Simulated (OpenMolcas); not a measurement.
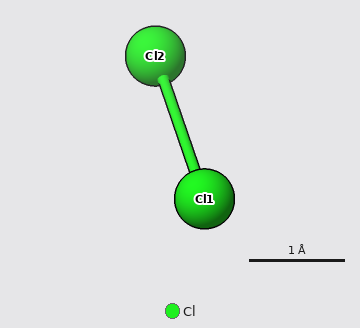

Fig. 1: The structure (ball-and-stick view, seen at an oblique angle; atoms are numbered from 1 in the order of the input).

**Energy and gradient calculation of Cl2**

- system: Cl2, multiplicity 3
- method: HF/cc-pVTZ, UHF (OpenMolcas 26.06)

The geometry is that of the parent species in another charge or spin state. The geometry comes from this level: PBE0-D4/def2-TZVP.

## The input
```
&GATEWAY
BasLib = $CurrDir
Coord
2
angstrom
Cl       0.845690      -0.281600       0.433600
Cl      -0.845690       0.281600      -0.433600
Basis = cc-pVTZ
Group = NoSym
RICD
aCD
CDThreshold = 0.001
&SEWARD
&SCF
UHF
Spin = 3
PrOrbitals = 1 1
&ALASKA
```

Launched with:
```bash
export MOLCAS_MEM=1860
pymolcas job.input > job.log
```

## The program's output
```
--- Start Module: gateway ---

                                              &GATEWAY

                       available to each process: 1.9 GB of memory, 1 thread

 Basis Set     1 Label: CL.CC-PVTZ
 Basis set is read from library:.
 basistype.tbl is not found

++    Symmetry information:
      ---------------------

                    Character Table for C1

                             E
                    a        1  x, y, xy, Rz, z, xz, Ry, yz, Rx, I
--

++    Basis set information:
      ----------------------

      Basis set label: CL.CC-PVTZ.........

      Electronic valence basis set:
      ------------------
      Associated Effective Charge  17.000000 au
      Associated Actual Charge     17.000000 au
      Nuclear Model: Point charge

      Shell  nPrim  nBasis  Cartesian Spherical Contaminant
         s      15       5        X
         p       9       4        X
         d       2       2                 X
         f       1       1                 X
--

++    Molecular structure info:
      -------------------------

                    ************************************************
                    **** Cartesian Coordinates / bohr, angstrom ****
                    ************************************************

     Center  Label                x              y              z                     x              y              z
        1      CL1              1.598122      -0.532147       0.819385              0.845690      -0.281600       0.433600
        2      CL2             -1.598122       0.532147      -0.819385             -0.845690       0.281600      -0.433600
--

            Nuclear Potential Energy             77.14413256 au

--- Stop Module: gateway /rc=_RC_ALL_IS_WELL_ ---

--- Start Module: seward ---

                                              &SEWARD

                       available to each process: 1.9 GB of memory, 1 thread

               SEWARD will generate:
                  Multipole Moment integrals up to order  2
                  Kinetic Energy integrals
                  Nuclear Attraction integrals (point charge)
                  One-Electron Hamiltonian integrals
                  Velocity integrals
                  Orbital angular momentum around ( -0.0000   0.0000   0.0000 )
                  Velocity quadrupole around ( -0.0000   0.0000   0.0000 )
                  RI decomposed two-electron repulsion integrals stored Cholesky style
                   - aCD auxiliary basis
                   - CD Threshold:   1.00E-03

                   Integrals are discarded if absolute value <: 1.00E-14
                   Integral cutoff threshold is set to       <: 1.00E-16

            Nuclear Potential Energy             77.14413256 au

      Basis set specifications :
      Symmetry species         a
      Basis functions           68

--- Stop Module: seward /rc=_RC_ALL_IS_WELL_ ---

--- Start Module: scf ---

                                                &SCF

                       available to each process: 1.9 GB of memory, 1 thread

++    Input section:
      --------------

      Header of the integral files:

      Cartesian coordinates in angstrom:
      -----------------------------------------------------
      No.  Label        X            Y            Z
      -----------------------------------------------------
       1   CL1        0.84569000  -0.28160000   0.43360000
       2   CL2       -0.84569000   0.28160000  -0.43360000
      -----------------------------------------------------
      Nuclear repulsion energy =   77.14413256
--

++    Orbital specifications:
      -----------------------

      Symmetry species               1
                                     a
      Frozen orbitals                0
      Start temperature = 0.500
      End temperature   = 0.010
      Temperature Factor= 0.460
      Deleted orbitals               0
      Total number of orbitals      68
      Number of basis functions     68
--

      Molecular charge                           0.000

++    Optimization specifications:
      ----------------------------

      SCF Algorithm: LK-RI/DF USCF
      LK screening threshold:                     4.50E-02
      Local-Exchange (LK) algorithm.
       - the density matrix is decomposed
      The actual AO density is used
      Number of density matrices in core                 5
      Maximum number of NDDO SCF iterations            400
      Maximum number of HF SCF iterations              400
      Threshold for SCF energy change             1.00E-09
      Threshold for density matrix                1.00E-04
      Threshold for Fock matrix                   1.50E-04
      Threshold for linear dependence             1.00E-09
      Threshold at which DIIS is turned on        1.50E-01
      Maximum depth in the DIIS procedure                5
      Maximum depth in the BFGS Hessian update          30
      Threshold at which QNR/C2DIIS is turned on  7.50E-02
      Threshold for Norm(delta) (QNR/C2DIIS)      1.00E-03
      All orbitals punched on: UHFORB
--

      Input vectors read from INPORB
      Orbital file label: *Guess orbitals

++ Convergence information
                               UHF SCF        iterations: Energy and convergence statistics

Iter     Tot. SCF        One-elec.       Two-elec.     Energy      Max Dij or  Max Fij      DNorm      TNorm      AccCon     Time
         Energy          Energy          Energy        Change      Delta Norm                                                in Sec.
   1  -918.073968342 -1423.172637467   427.954536567   0.00E+00    1.83E-01*   8.44E-01*    8.70E+00   1.72E+02   None         0.
   2  -917.133959136 -1417.932543404   423.654451710   9.40E-01*   1.83E-01*   4.92E-14     9.96E+00   1.71E+02   EDIIS        0.
   3  -918.523242872 -1422.965063951   427.297688520  -1.39E+00*   6.70E-02*   4.22E-02*    8.56E+00   1.72E+02   EDIIS        0.
   4  -918.779092041 -1423.435002649   427.511778051  -2.56E-01*   3.57E-02*   2.20E-02*    8.60E+00   1.72E+02   EDIIS        0.
   5  -918.794754827 -1423.412711721   427.473824336  -1.57E-02*   1.46E-02*   7.54E-03*    8.60E+00   1.72E+02   EDIIS        0.
   6  -918.795140606 -1423.389066624   427.449793460  -3.86E-04*   6.26E-03*   3.02E-03*    8.60E+00   1.72E+02   EDIIS        0.
   7  -918.795199090 -1423.402012739   427.462681091  -5.85E-05*   2.10E-03*   1.08E-03*    8.60E+00   1.72E+02   EDIIS        0.
   8  -918.795209319 -1423.393376781   427.454034904  -1.02E-05*   1.09E-03*   5.25E-04*    8.60E+00   1.72E+02   EDIIS        0.
   9  -918.795211764 -1423.396597308   427.457252985  -2.45E-06*   3.68E-04*   1.96E-04*    8.60E+00   1.72E+02   EDIIS        0.
  10  -918.808782136 -1423.395027663   427.442112969  -1.36E-02*   2.20E-02*   1.11E-02*    8.61E+00   1.72E+02   EDIIS        0.
  11  -918.879841502 -1423.485727847   427.461753787  -7.11E-02*   4.21E-02*   2.09E-02*    8.69E+00   1.72E+02   EDIIS        0.
  12  -918.883255491 -1423.570481059   427.543093010  -3.41E-03*   1.72E-02*   8.72E-03*    8.70E+00   1.72E+02   EDIIS        0.

       Fermi aufbau procedure completed!
      nOcc(alpha)=   18
      nOcc(beta) =   16

  13  -918.883887767 -1423.559257808   427.531237482  -6.32E-04*   1.92E-03*   6.78E-03*    8.71E+00   1.72E+02   c2DIIS       0.
  14  -918.884054149 -1423.572593241   427.544406534  -1.66E-04*   1.85E-03*   3.62E-04*    8.71E+00   1.72E+02   QNRc2DIIS    0.
  15  -918.884055399 -1423.563194626   427.535006669  -1.25E-06*   1.37E-03*   1.91E-04*    8.71E+00   1.72E+02   QNRc2DIIS    0.
  16  -918.884055716 -1423.565086454   427.536898180  -3.17E-07*   1.77E-04    4.72E-05     8.71E+00   1.72E+02   QNRc2DIIS    0.
  17  -918.884055727 -1423.565072774   427.536884489  -1.09E-08*   1.03E-04    1.42E-05     8.71E+00   1.72E+02   QNRc2DIIS    0.
  18  -918.884055729 -1423.565045859   427.536857572  -1.77E-09*   5.96E-06    1.43E-06     8.71E+00   1.72E+02   QNRc2DIIS    0.
  19  -918.884055729 -1423.565082023   427.536893736  -1.10E-11    1.99E-06    4.24E-07     8.71E+00   1.72E+02   QNRc2DIIS    0.

       Convergence after  19 Iterations
--

 *****************************************************************************************************************************
 *                                             SCF/KS-DFT Program, Final results                                             *
 *                                                       Final Results                                                       *
 *****************************************************************************************************************************

::    Total SCF energy                               -918.8840557287
      One-electron energy                           -1423.5650820230
      Two-electron energy                             427.5368937361
      Nuclear repulsion energy                         77.1441325582
      Kinetic energy (interpolated)                   919.3868990034
      Virial theorem                                    0.9994530667
      Total spin, S(S+1)                                2.0303234799
      Total spin, S                                     1.0100739982
      Max non-diagonal density matrix element           0.0000009571
      Max non-diagonal Fock matrix element              0.0000001238

      All orbitals with orbital energies smaller than  E(LUMO)+0.5 are printed

++    Molecular orbitals:
      -------------------

      Title: UHF orbitals (alpha)

      Molecular orbitals for symmetry species 1: a

          Orbital            1         2         3         4         5         6         7         8         9        10
          Energy         -104.8934 -104.8934  -10.6191  -10.6190   -8.0927   -8.0927   -8.0924   -8.0922   -8.0780   -8.0780
          Occ. No.          1.0000    1.0000    1.0000    1.0000    1.0000    1.0000    1.0000    1.0000    1.0000    1.0000

          Orbital           11        12        13        14        15        16        17        18        19        20
          Energy           -1.2655   -1.0833   -0.6817   -0.6211   -0.5808   -0.5045   -0.4575   -0.3325    0.3820    0.4008
          Occ. No.          1.0000    1.0000    1.0000    1.0000    1.0000    1.0000    1.0000    1.0000    0.0000    0.0000

          Orbital           21        22        23        24        25        26        27        28        29        30
          Energy            0.4353    0.4520    0.4767    0.4864    0.5032    0.5052    0.5278    0.5506    0.5518    0.6635
          Occ. No.          0.0000    0.0000    0.0000    0.0000    0.0000    0.0000    0.0000    0.0000    0.0000    0.0000

          Orbital           31        32        33        34
          Energy            0.6642    0.7618    0.8105    0.8679
          Occ. No.          0.0000    0.0000    0.0000    0.0000

--

      All orbitals with orbital energies smaller than  E(LUMO)+0.5 are printed

++    Molecular orbitals:
      -------------------

      Title: UHF orbitals (beta)

      Molecular orbitals for symmetry species 1: a

          Orbital            1         2         3         4         5         6         7         8         9        10
          Energy         -104.8783 -104.8783  -10.6027  -10.6024   -8.0690   -8.0690   -8.0604   -8.0601   -8.0577   -8.0576
          Occ. No.          1.0000    1.0000    1.0000    1.0000    1.0000    1.0000    1.0000    1.0000    1.0000    1.0000

          Orbital           11        12        13        14        15        16        17        18        19
          Energy           -1.1603   -0.9402   -0.5520   -0.5519   -0.4471   -0.4265   -0.0715    0.0928    0.4121
          Occ. No.          1.0000    1.0000    1.0000    1.0000    1.0000    1.0000    0.0000    0.0000    0.0000

--

++    Molecular charges:
      ------------------

      Mulliken charges per centre and basis function type
      ---------------------------------------------------

                            CL1                     CL2
                     alpha        beta       alpha        beta
      1s           2.9829      2.9708      2.9829      2.9708
      2px          1.9865      1.5027      1.9865      1.5027
      2pz          1.9912      1.5825      1.9912      1.5825
      2py          1.9916      1.8956      1.9916      1.8956
      3d2+         0.0117      0.0134      0.0117      0.0134
      3d1+         0.0164      0.0121      0.0164      0.0121
      3d0          0.0047      0.0071      0.0047      0.0071
      3d1-         0.0026      0.0047      0.0026      0.0047
      3d2-         0.0097      0.0082      0.0097      0.0082
      4f3+         0.0004      0.0005      0.0004      0.0005
      4f2+         0.0006      0.0005      0.0006      0.0005
      4f1+         0.0004      0.0006      0.0004      0.0006
      4f0          0.0003      0.0003      0.0003      0.0003
      4f1-         0.0001      0.0001      0.0001      0.0001
      4f2-         0.0004      0.0005      0.0004      0.0005
      4f3-         0.0005      0.0005      0.0005      0.0005
      Total        9.0000      8.0000      9.0000      8.0000
      Total             17.0000                 17.0000

      Charge            0.0000                 -0.0000

      Total electronic charge=   34.000000

      Total            charge=   -0.000000
--

++    Molecular orbitals:
      -------------------

      Title: Natural orbitals

      Molecular orbitals for symmetry species 1: a

          Orbital            1         2         3         4         5         6         7         8         9        10
          Energy         -104.8764 -104.8644  -10.2629  -10.2287   -8.0719   -8.0716   -8.0750   -8.0752   -8.4427   -8.4661
          Occ. No.          2.0000    2.0000    2.0000    2.0000    2.0000    2.0000    2.0000    2.0000    2.0000    2.0000

          Orbital           11        12        13        14        15        16        17        18        19        20
          Energy           -0.5677   -0.4435   -1.2068   -1.0106   -0.6221   -0.5300   -0.2816   -0.1121    0.5600    0.8269
          Occ. No.          1.9996    1.9994    1.9990    1.9984    1.9962    1.9923    1.0000    1.0000    0.0077    0.0038

          Orbital           21        22        23        24        25        26        27        28        29        30
          Energy            0.8184    0.9501    0.9220    0.8356    3.7572    2.4587    2.8252    2.4565    1.7844    2.8624
          Occ. No.          0.0016    0.0010    0.0006    0.0004    0.0000    0.0000    0.0000    0.0000    0.0000    0.0000

          Orbital           31        32        33        34        35        36        37        38        39        40
          Energy            1.7198    2.2835    3.0411    3.0046    0.6668    0.8061    0.4829    0.5406    1.2231    1.9379
          Occ. No.          0.0000    0.0000    0.0000    0.0000    0.0000    0.0000    0.0000    0.0000    0.0000    0.0000

          Orbital           41        42        43        44        45        46        47        48        49        50
          Energy            1.1699    2.1825    0.5722    1.8766    0.7396    1.3652    2.3611    1.6509    1.7685    2.7126
          Occ. No.          0.0000    0.0000    0.0000    0.0000    0.0000    0.0000    0.0000    0.0000    0.0000    0.0000

          Orbital           51        52        53        54        55        56        57        58        59        60
          Energy            2.1267    2.1192    2.1484    2.6054    2.1298    2.1990    2.1716    2.2231    2.2346    2.2385
          Occ. No.          0.0000    0.0000    0.0000    0.0000    0.0000    0.0000    0.0000    0.0000    0.0000    0.0000

          Orbital           61        62        63        64
          Energy            2.2290    3.0707    2.2842    3.0669
          Occ. No.          0.0000    0.0000    0.0000    0.0000

--

++    Molecular properties:
      ---------------------

      Charge (e):
                      =   -0.0000
      Dipole Moment (debye):
      Origin of the operator (angstrom)=   -0.0000    0.0000    0.0000
                   X= -1.7416E-11               Y=  4.1637E-12               Z= -1.1724E-11           Total=  2.1403E-11
      Quadrupole Moment (debye*angstrom):
      Origin of the operator (angstrom)=   -0.0000    0.0000    0.0000
                  XX= -2.4979E+01              XY=  2.9503E-01              XZ= -7.2430E-01              YY= -2.5364E+01
                  YZ= -5.2055E-01              ZZ= -2.4374E+01
      In traceless form (debye*angstrom)
                  XX= -1.0994E-01              XY=  4.4255E-01              XZ= -1.0864E+00              YY= -6.8761E-01
                  YZ= -7.8083E-01              ZZ=  7.9755E-01
--

--- Stop Module: scf /rc=_RC_ALL_IS_WELL_ ---
--- Module scf spent 2 seconds ---

--- Start Module: alaska ---

                                              &ALASKA

                       available to each process: 1.9 GB of memory, 1 thread

                     Threshold for contributions to the gradient: 1.000E-07

                    ********************************************
                    * Symmetry Adapted Cartesian Displacements *
                    ********************************************

           Irreducible representation : a
           Basis function(s) of irrep: x, y, xy, Rz, z, xz, Ry, yz, Rx, I

 Basis Label        Type   Center Phase
   1   CL1          x         1     1
   2   CL1          y         1     1
   3   CL1          z         1     1
   4   CL2          x         2     1
   5   CL2          y         2     1
   6   CL2          z         2     1

                     No automatic utilization of translational and rotational invariance of the energy is employed.

 RI-ERI gradients!

 **************************************************
 *              Molecular gradients               *
 **************************************************

  Irreducible representation: a
 ------------------------------------------------------------------------------------------
                              X                       Y                       Z
 ------------------------------------------------------------------------------------------
  CL1              -1.15984791803299E-01    3.86206300499889E-02   -5.94670322855073E-02
  CL2               1.15984791803314E-01   -3.86206300499792E-02    5.94670322855002E-02
 ------------------------------------------------------------------------------------------

--- Stop Module: alaska /rc=_RC_ALL_IS_WELL_ ---
--- Module alaska spent 1 second ---

.##################.
.# Happy landing! #.
.##################.

    Timing: Wall=4.51 User=3.95 System=0.55
```

## Summary

- outcome: converged
- total energy: −918.884056 hartree
- basis functions: 68
- largest force: 6.990 eV/Å
- ⟨S²⟩: 2.030
- dipole moment: 0.00 debye
- hardware: 1 thread of Arm Neoverse V1, 24 GiB of memory available, shared host
- wall time: 4.8 s
- peak memory: 0.18 GiB
